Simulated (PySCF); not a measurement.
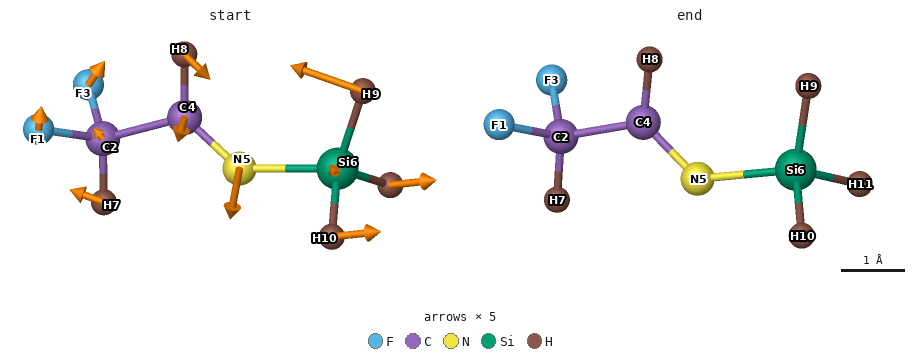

The structure of C2H5F2NSi before (left) and after (right) a relaxation, at one scale. The orange arrows give the displacements, magnified 5 times.

A ball-and-stick model, seen from a free direction.

The start comes from GFN2-xTB. Its atoms were then displaced at random by about 0.01 Å.

Level of theory: PySCF 2.14.0, density-fitted response routines, PBE0-D3(BJ)/def2-SVP geometry optimisation, gas phase. 

Q: Summarise the run.

A: The largest move after the best rigid fit is that of H9, 0.26 Å. By element the largest moves are H 0.26 Å, N 0.19 Å, F 0.10 Å, C 0.10 Å, Si 0.04 Å. Some distances before and after: C4–N5 1.210 → 1.260 Å, Si6–H10 1.445 → 1.490 Å, C2–C4 1.548 → 1.508 Å, N5–Si6 1.728 → 1.762 Å. Among the angles between lasting bonds that change: C4–N5–Si6 133.9° → 125.0°, N5–Si6–H10 101.9° → 107.6°, H10–Si6–H11 114.4° → 109.7°. After 7 geometry steps the energy has fallen by 23.1 kJ/mol.
